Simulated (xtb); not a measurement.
# Geometry relaxation of InBr$_{2}$Cl (part 3 of 3)

Continued. System: InBr$_{2}$Cl. Method: GFN2-xTB (xtb 6.7.1). The geometry comes from this level: GFN2-xTB.

Trajectory as extended XYZ, continued
```
4
Properties=species:S:1:pos:R:3 step=6 energy=-383.74837
Cl   -1.9417   -0.9935    0.8761
In   -0.0468   -0.0239    0.0211
Br    2.2001   -0.7754    0.7679
Br   -0.2116    1.7929   -1.6651
4
Properties=species:S:1:pos:R:3 step=7 energy=-383.74837
Cl   -1.9417   -0.9934    0.8760
In   -0.0468   -0.0240    0.0211
Br    2.2001   -0.7754    0.7679
Br   -0.2117    1.7929   -1.6650
```

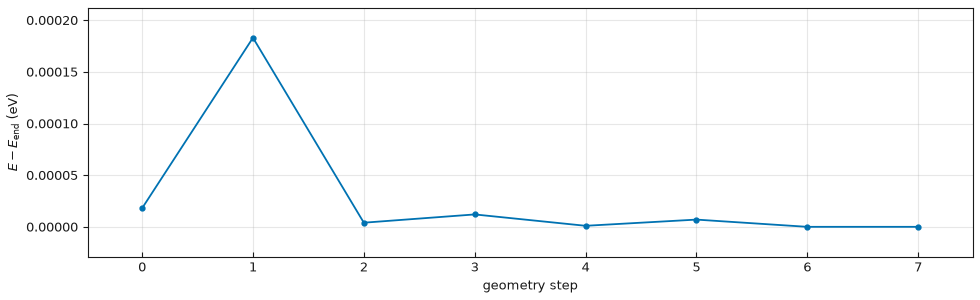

Progress of the relaxation, step by step (steps are counted from 0). The atoms keep their places after the best rigid fit (all moves are under 0.005 Å). After 7 geometry steps the energy has fallen by next to nothing (0.0 eV).

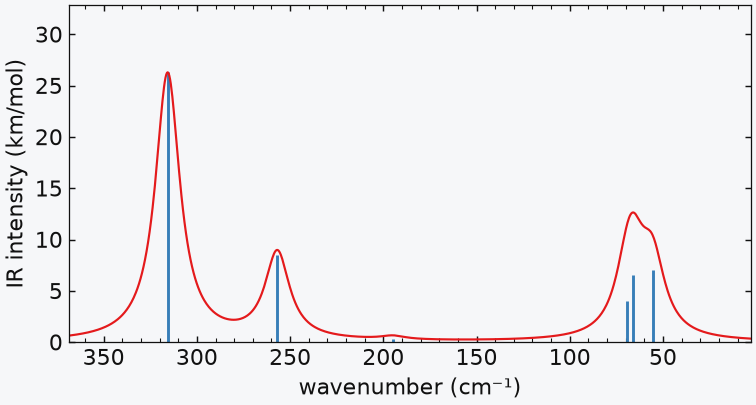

Harmonic infrared spectrum, unscaled: sticks (degenerate modes added up, dark ones marked on the axis) with a Lorentzian envelope of 16 cm⁻¹ full width, scaled to the tallest stick. 6 modes from 56 to 316 cm⁻¹, none imaginary. The strongest line is at 316 cm⁻¹ (26 km/mol). All modes, in cm⁻¹ (km/mol): 56 (7.0), 66 (6.6), 69 (4.1), 195 (0.4), 257 (8.5), 316 (26).

The run was set up as follows.

Input file (geom.xyz)
```
4
Br2ClIn
Cl    -1.94204    -0.99259     0.87530
In    -0.04594    -0.02358     0.02058
Br     2.20154    -0.77658     0.76904
Br    -0.21355     1.79275    -1.66492
```

Launched with:
```bash
xtb geom.xyz --gfn 2 --ohess vtight --uhf 0 | tee geom.out
```

Results in brief

| quantity | value |
| --- | --- |
| outcome | converged |
| electrons treated | 24 |
| total energy | −14.102493 hartree |
| dispersion energy | −0.004096 hartree |
| basis functions | 40 |
| HOMO | −12.30 eV |
| LUMO | −9.59 eV |
| zero-point energy | 0.002182 hartree |
| dipole moment | 2.92 D |
| wavenumbers, lowest and highest | 56 and 316 cm⁻¹ |
| hardware | 1 thread of Arm Neoverse N1, 98 GiB of memory available, shared host |
| peak memory | 0.07 GiB |
